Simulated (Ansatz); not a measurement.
# UBLYP/def2-TZVPP run of GeH3 (SMILES [GeH3])

Aim: the electronic atomisation energy of GeH3 at UBLYP/def2-TZVPP, from 3 runs. 

Program for the calculation: Ansatz 0.2.0.

41 further runs of the same task are left out: 41 set aside as unsound or not needed.

## 1. Starting point

GeH3 has 4 atoms, charge 0, and is taken as a doublet. SMILES: `[GeH3]`. The coordinates come from a PBE0-D4/def2-TZVP relaxation.

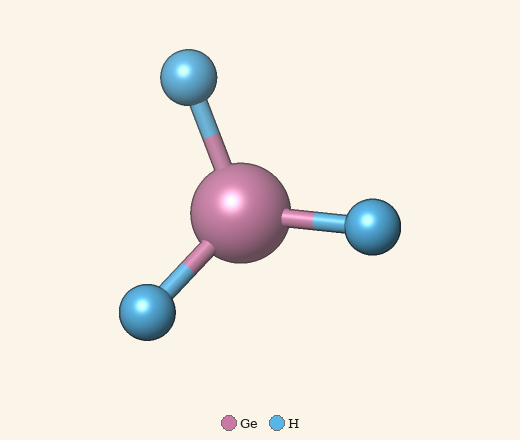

The structure, seen from a chosen angle (germanium pink, hydrogen blue).

## 2. The energy at UBLYP/def2-TZVPP

File in.yaml:

```yaml
crystal:
  periodic: [false, false, false]
  atoms:
    - symbol: Ge
      position_ang: [0.214600, -0.125900, -0.249400]
    - symbol: H
      position_ang: [1.055000, 0.109600, 1.018300]
    - symbol: H
      position_ang: [-0.882800, -1.175900, -0.000100]
    - symbol: H
      position_ang: [-0.386800, 1.192200, -0.768800]
basis:
  gaussian: {orbitals: def2-TZVPP}
magnetization: {spin_polarized: true, initial_magnetization: 1}
hamiltonian: {xc: {name: BLYP}}
accuracy: high
output: {orbitals: {seedname: orbitals}}
```

On the command line:

```sh
$ ansatz run in.yaml --threads 1 --pin off --max-ram 3480MiB --events-out events.jsonl --progress --plain --runs-dir runs
```

Log:

```text
Warning: RAYON_NUM_THREADS=1 ignored (pool sized by the plan → 1); use --threads N
Functional definition: BLYP
  name "BLYP"
  parameter beta = 0.0042
  parameter a = 0.04918
  parameter b = 0.132
  parameter c = 0.2533
  parameter d = 0.349
  exchange = b88_x(beta = beta)
  correlation = lyp_c(a = a, b = b, c = c, d = d)
1427 factors; integrals over basis functions are off by at most 4.4e-9 eV
mean field evaluation 1: about -56565.9337 eV, gradient 1.8e1 eV
mean field evaluation 2: about -56566.2394 eV, gradient 2.1e1 eV
mean field evaluation 4: about -56566.9258 eV, gradient 3.3e-1 eV
mean field evaluation 8: about -56566.9194 eV, gradient 2.7e-2 eV
mean field evaluation 16: about -56566.9194 eV, gradient 2.0e-6 eV
mean field -56566.91942253 eV, -2078.7959463428 hartree, gradient 3.0e-8 eV, S^2 0.751040; 0 other end points of the search recorded, 0 dependent functions left out
reference -56566.91946678 eV, -2078.7959479692 hartree; 18, 17 occupied and 72, 73 virtual orbitals, 1427 factors
Total energy: -56566.91946678 eV, -2078.7959479692 hartree
```

Wall time 4.8 s (1 thread of Arm Neoverse V1, shared host); peak memory 0.2 GiB.

## 3. The Ge atom

File molecule.yaml:

```yaml
crystal:
  periodic: [false, false, false]
  atoms:
    - {symbol: Ge, position_ang: [0.000000, 0.000000, 0.000000]}
basis:
  gaussian: {orbitals: def2-TZVPP}
magnetization: {spin_polarized: true, initial_magnetization: 2}
hamiltonian: {xc: {name: BLYP}}
accuracy: high
```

Run the same way, it converges to -2076.98170 Eh (log not shown).

## 4. The H atom

File molecule.yaml:

```yaml
crystal:
  periodic: [false, false, false]
  atoms:
    - {symbol: H, position_ang: [0.000000, 0.000000, 0.000000]}
basis:
  gaussian:
    orbitals: def2-TZVPP
magnetization:
  spin_polarized: true
  initial_magnetization: 1
hamiltonian:
  xc: {name: BLYP}
accuracy: high
```

Run the same way, it converges to -0.49755 Eh (log not shown).

## 5. Outcome

At UBLYP/def2-TZVPP:

```
                                    quantity           value
                      molecule: total energy  -2078.79595 Eh
molecule: HOMO energy (highest over α and β)        -4.99 eV
 molecule: LUMO energy (lowest over α and β)        -3.79 eV
                              molecule: ⟨S²⟩           0.751
                       Ge atom: total energy  -2076.98170 Eh
                               Ge atom: ⟨S²⟩           2.001
                        H atom: total energy     -0.49755 Eh
                                H atom: ⟨S²⟩           0.750
               electronic atomisation energy        8.751 eV
```

In words: Taking the molecule apart into free atoms costs 8.75 eV (844 kJ/mol), before zero-point energy and without spin-orbit coupling.
